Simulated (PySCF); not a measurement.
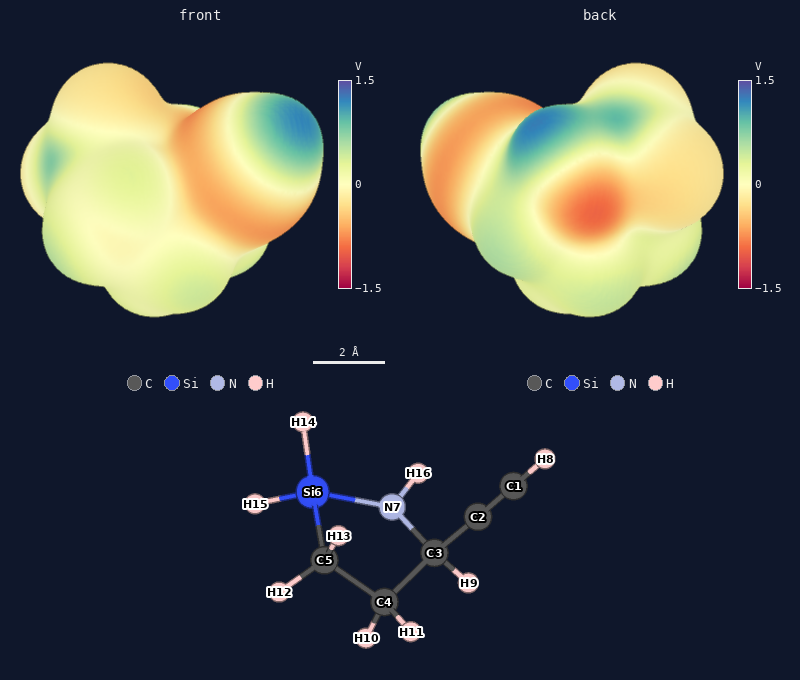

The picture shows: C₅H₉NSi (SMILES C#C[C@H]1CC[SiH2]N1). The electrostatic potential painted on the density surface at 0.001 e/bohr³, seen from the front and from behind; the colour scale runs from red (negative) to blue (positive). The bare structure is drawn below in the same view.

Geometry: PBE0-D3(BJ)/def2-SVP.

Computed with PySCF, PBE0/pcSseg-1, SCF density, gas phase, non-relativistic.

```xyz
16

C     2.8097    0.0534    0.6449
C     1.8221   -0.1224   -0.0349
C     0.6176   -0.3097   -0.8620
C    -0.3951   -1.2559   -0.1868
C    -1.1617   -0.4693    0.8842
Si   -1.3260    1.2448    0.1024
N    -0.1033    0.9312   -1.1042
H     3.6851    0.2095    1.2479
H     0.9405   -0.7592   -1.8193
H    -1.0911   -1.5995   -0.9688
H     0.1140   -2.1428    0.2199
H    -2.1136   -0.9493    1.1533
H    -0.5622   -0.3812    1.8052
H    -1.0202    2.3670    1.0479
H    -2.6624    1.5429   -0.5040
H     0.4166    1.6417   -1.6042
```

Q: Where is the surface potential most negative and most positive?

A: The most negative region (about −0.9 V) lies over N7, the most positive (about +1.2 V) over H8 and H16.

Q: How polar is the molecule by this calculation?

A: Its dipole moment is 0.43 D.
